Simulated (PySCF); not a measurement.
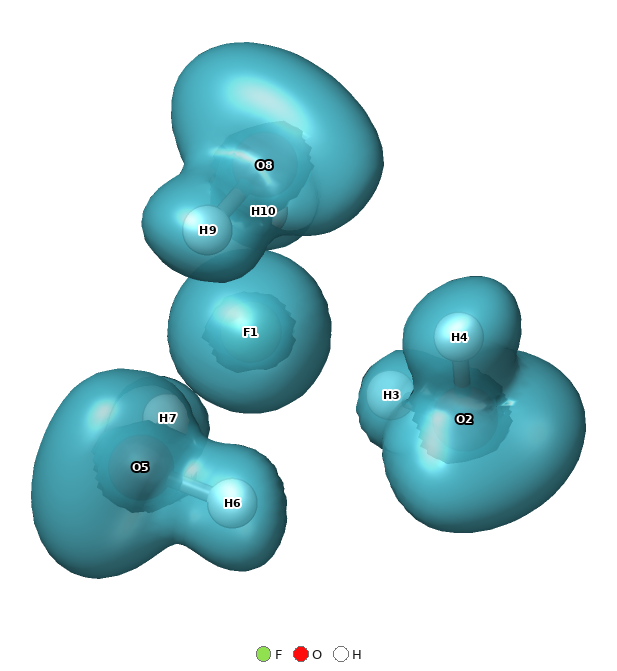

Figure 1: F···H2O···H2O···H2O (SMILES [F-].O.O.O) (charge −1). Isosurface of the ELF at 0.75 (cyan), seen at a tilt. Core shells and regions of very low density are left out.

Geometry: PBE0-D3(BJ)/def2-SVPD.

The calculation used wB97M-D3(BJ)/def2-TZVPD, SCF density, gas phase in PySCF.

```xyz
10

F    -1.1057   -0.0571   -1.4195
O    -0.5466    2.3758   -2.1161
H    -0.8386    1.5170   -1.7030
H     0.2279    2.0749   -2.6041
O    -2.1889    0.2343   -3.7460
H    -2.0196    1.1825   -3.7374
H    -1.8852   -0.0083   -2.8268
O     0.8123   -0.2413   -3.1634
H     0.1583   -0.2504   -3.8720
H     0.2073   -0.2548   -2.3736
```

**Describe the localisation domains.**

The ELF exceeds this value in one region wrapped around F (its valence shell) and three joined regions spread over several atoms (H, O), in which their bonds and any lone pairs are merged. Along the contacts the grid gives the following. F1···H7 (1.61 Å): the ELF dips to about 0.15 between them (by its geometry a hydrogen bond between the two molecules, with no shared pair). O–H (0.96 Å): the ELF climbs to about 1 towards the hydrogen, as it does in any bond to H (an ordinary covalent bond to hydrogen).
